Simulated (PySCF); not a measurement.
**One shape, several levels: CH3Cl3Si (methyltrichlorosilane)**

Wanted: a comparison of 6 runs (HF/STO-3G, TPSS/STO-3G, PBE0/def2-SVP, B3LYP/6-311G**, SVWN5/6-311G**, B3LYP/pcseg-2) of CH3Cl3Si (methyltrichlorosilane). The job is set up through a Python script.

The results are computed with PySCF 2.14.0.

## (1) The molecule

The species is CH3Cl3Si (8 atoms), meant as a singlet with charge 0. SMILES: `C[Si](Cl)(Cl)Cl`. The coordinates come from a PBE0-D4/def2-TZVP relaxation.

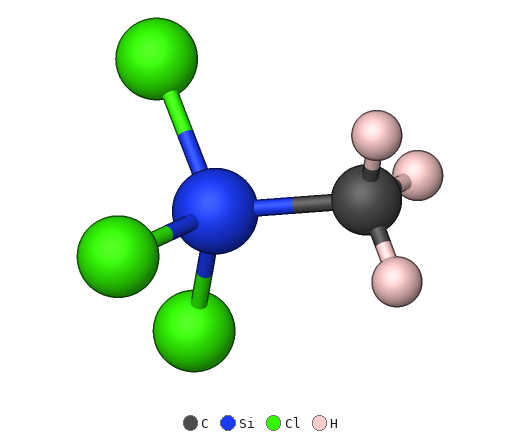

Viewed from a chosen angle; carbon dark grey, silicon blue, chlorine green, hydrogen pink.

## (2) Energy and gradient at HF/STO-3G (run 1)

File job.py:

```python
from pyscf import gto, scf

mol = gto.M(
    atom='''
C     -1.377421    -0.528367     1.296541
Si     1.075065     0.373977    -0.999098
Cl     4.460510    -1.209425    -0.063495
Cl     0.124533    -0.811637    -4.539500
Cl     1.514049     4.200861    -1.084325
H     -1.595874    -2.579854     1.324320
H     -0.847164     0.115462     3.183811
H     -3.179653     0.331080     0.776299
''',
    verbose=4,
    spin=0,
    basis='sto-3g',
    max_memory=1860,
    unit='bohr',
)

mf = scf.RHF(mol)
mf.conv_tol = 1e-10
mf.kernel()
if not mf.converged:
    mf = mf.newton().run(mf.mo_coeff, mf.mo_occ)

energy = mf.e_tot
print(f'total energy: {energy:.8f} hartree')
grad = mf.nuc_grad_method().kernel()
dip = mf.dip_moment()
pop, q = mf.mulliken_pop()
```

Command:

```sh
$ OMP_NUM_THREADS=1 python job.py
```

What it wrote:

```text
PySCF version 2.14.0

[... 60 lines left out ...]
converged SCF energy = -1688.68165095388
total energy: -1688.68165095 hartree
[... 11 lines left out ...]
Dipole moment(X, Y, Z, Debye): -2.22501, -0.81925,  2.08249
[... 53 lines left out ...]
charge of    7H =      0.09010
```

Run time: 3.3 s. Hardware: 1 thread of Intel Xeon at 2.70GHz, shared host; peak memory 0.12 GiB.

## (3) Energy and forces at TPSS/STO-3G (run 2)

File start.xyz:

```xyz
8

C     -0.728900    -0.279600     0.686100
Si     0.568900     0.197900    -0.528700
Cl     2.360400    -0.640000    -0.033600
Cl     0.065900    -0.429500    -2.402200
Cl     0.801200     2.223000    -0.573800
H     -0.844500    -1.365200     0.700800
H     -0.448300     0.061100     1.684800
H     -1.682600     0.175200     0.410800
```

File run.py:

```python
# C[Si](Cl)(Cl)Cl
from pyscf import gto, dft

mol = gto.Mole()
mol.atom = 'start.xyz'
mol.max_memory = 1860
mol.verbose = 4
mol.spin = 0
mol.basis = 'sto-3g'
mol.build()

calc0 = dft.RKS(mol, xc='tpss')
calc0.grids.level = 5
calc0.conv_tol = 1e-10
calc0.kernel()
if not calc0.converged:
    calc0 = calc0.newton().run(calc0.mo_coeff, calc0.mo_occ)

energy = calc0.e_tot
print(f'total energy: {energy:.8f} hartree')
grad = calc0.nuc_grad_method().kernel()
calc0.analyze()
```

Command:

```sh
$ OMP_NUM_THREADS=1 python run.py
```

What it wrote:

```text
PySCF version 2.14.0

[... 88 lines left out ...]
Total Energy =                       -1691.386933735632056
[... 8 lines left out ...]
MO #2   energy= -99.9128604372188  occ= 2
[... 6 lines left out ...]
MO #9   energy= -6.83217399649016  occ= 2
[... 6 lines left out ...]
MO #16  energy= -6.81613252528503  occ= 2
[... 6 lines left out ...]
MO #23  energy= -0.719711944064862 occ= 2
[... 6 lines left out ...]
MO #30  energy= -0.332436104802052 occ= 2
[... 6 lines left out ...]
MO #37  energy= -0.2259311156922   occ= 2
[... 6 lines left out ...]
MO #44  energy= 0.421962136780739  occ= 0
[... 55 lines left out ...]
Dipole moment(X, Y, Z, Debye): -1.97931, -0.72881,  1.85251
```

It took 26 s on 1 thread of Intel Xeon at 2.70GHz, shared host; peak memory 0.48 GiB.

## (4) Energy and forces at PBE0/def2-SVP (run 3)

File job.py:

```python
from pyscf import gto, dft

mol = gto.M(
    atom=[
    ('C', (-0.728900, -0.279600, 0.686100)),
    ('Si', (0.568900, 0.197900, -0.528700)),
    ('Cl', (2.360400, -0.640000, -0.033600)),
    ('Cl', (0.065900, -0.429500, -2.402200)),
    ('Cl', (0.801200, 2.223000, -0.573800)),
    ('H', (-0.844500, -1.365200, 0.700800)),
    ('H', (-0.448300, 0.061100, 1.684800)),
    ('H', (-1.682600, 0.175200, 0.410800)),
],
    spin=0,
    max_memory=1860,
    basis='def2-svp',
    verbose=4,
    charge=0,
)

calc0 = dft.RKS(mol)
calc0.xc = 'pbe0'
calc0.conv_tol = 1e-10
calc0.grids.level = 5
calc0.kernel()
if not calc0.converged:
    calc0 = calc0.newton().run(calc0.mo_coeff, calc0.mo_occ)

energy = calc0.e_tot
print('E(%s) = %.9f' % ('PBE0', energy))
grad = calc0.nuc_grad_method().kernel()
calc0.analyze()
```

Command:

```sh
$ OMP_NUM_THREADS=1 python job.py
```

What it wrote:

```text
PySCF version 2.14.0

[... 90 lines left out ...]
One-electron Energy =                -3237.623712359725687
[... 14 lines left out ...]
MO #10  energy= -7.27915201555932  occ= 2
[... 12 lines left out ...]
MO #23  energy= -0.850216258549546 occ= 2
[... 12 lines left out ...]
MO #36  energy= -0.34004683031748  occ= 2
[... 12 lines left out ...]
MO #49  energy= 0.339474459633525  occ= 0
[... 12 lines left out ...]
MO #62  energy= 0.73156746820853   occ= 0
[... 12 lines left out ...]
MO #75  energy= 0.903703579966873  occ= 0
[... 12 lines left out ...]
MO #88  energy= 1.41682122294985   occ= 0
[... 12 lines left out ...]
MO #101 energy= 2.9137731106093    occ= 0
[... 112 lines left out ...]
Dipole moment(X, Y, Z, Debye): -1.44576, -0.53257,  1.35305
```

It took 64 s on 1 thread of Intel Xeon at 2.70GHz, shared host; peak memory 1 GiB.

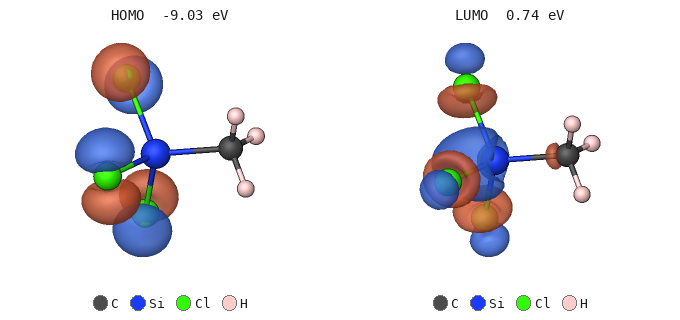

Frontier orbitals of this run, surfaces at ±0.2 Å^-3/2.

Runs 4 to 5 aren't shown in full; the table further down has their settings and results.

## (5) Energy and forces at B3LYP/pcseg-2 (run 6)

File geometry.xyz:

```xyz
8

C     -0.728900    -0.279600     0.686100
Si     0.568900     0.197900    -0.528700
Cl     2.360400    -0.640000    -0.033600
Cl     0.065900    -0.429500    -2.402200
Cl     0.801200     2.223000    -0.573800
H     -0.844500    -1.365200     0.700800
H     -0.448300     0.061100     1.684800
H     -1.682600     0.175200     0.410800
```

File calc.py:

```python
import pyscf.grad
from pyscf import gto, dft

system = gto.Mole()
system.atom = 'geometry.xyz'
system.verbose = 3
system.max_memory = 1860
system.charge = 0
system.basis = 'pcseg-2'
system.build()

mf = dft.RKS(system, xc='b3lyp')
mf.grids.level = 5
mf.conv_tol = 1e-10
mf.kernel()
if not mf.converged:
    mf = mf.newton().run(mf.mo_coeff, mf.mo_occ)

e_final = mf.e_tot
print('Final energy', e_final)
grad = mf.Gradients().kernel()
dip = mf.dip_moment()
pop, q = mf.mulliken_pop()
```

Command:

```sh
$ OMP_NUM_THREADS=1 python calc.py
```

What it wrote:

```text
converged SCF energy = -1710.34679626778
Final energy -1710.3467962677826
[... 8 lines left out ...]
Dipole moment(X, Y, Z, Debye): -1.47299, -0.54263,  1.37857
[... 217 lines left out ...]
charge of    7H =      0.06242
```

Wall time 6.9 min (1 thread of Intel Xeon at 2.70GHz, shared host); peak memory 1.7 GiB.

## (6) The series

```
run           level  integration grid   energy (Eh)  dipole moment (D)  HOMO energy (eV)  LUMO energy (eV)  wall time
  1       HF/STO-3G                 –  -1688.681651               3.16            -11.08              6.69      3.3 s
  2     TPSS/STO-3G                 5  -1691.386934               2.81             -6.15              1.22       26 s
  3   PBE0/def2-SVP                 5  -1709.001578               2.05             -9.03              0.74       64 s
  4  B3LYP/6-311G**                 5  -1710.281927               2.38             -9.05             -0.35       73 s
  5  SVWN5/6-311G**                 5  -1704.264620               2.41             -8.06             -1.32       43 s
  6   B3LYP/pcseg-2                 5  -1710.346796               2.09             -8.96             -0.17    6.9 min
```

## (7) What came out

| quantity | value |
| --- | --- |
| run 6: total energy | -1710.34680 Eh |
| run 6: dipole moment | 2.09 D |
| run 6: HOMO energy | -8.96 eV |
| run 6: LUMO energy | -0.17 eV |
| run 6: HOMO–LUMO gap | 8.80 eV |
| run 6: largest force on an atom | 0.287 eV/Å |

In words: The dipole moment (its size) runs from 2.05 D (PBE0/def2-SVP) to 3.16 D (HF/STO-3G). The two ends differ in method and basis. The HOMO–LUMO gap runs from 6.74 eV (SVWN5/6-311G**) to 17.78 eV (HF/STO-3G). Totals of different functionals can't be ranked against each other. In runs 1, 2 the basis is minimal, so the values are rough. All runs together took 10 min, the longest 6.9 min.
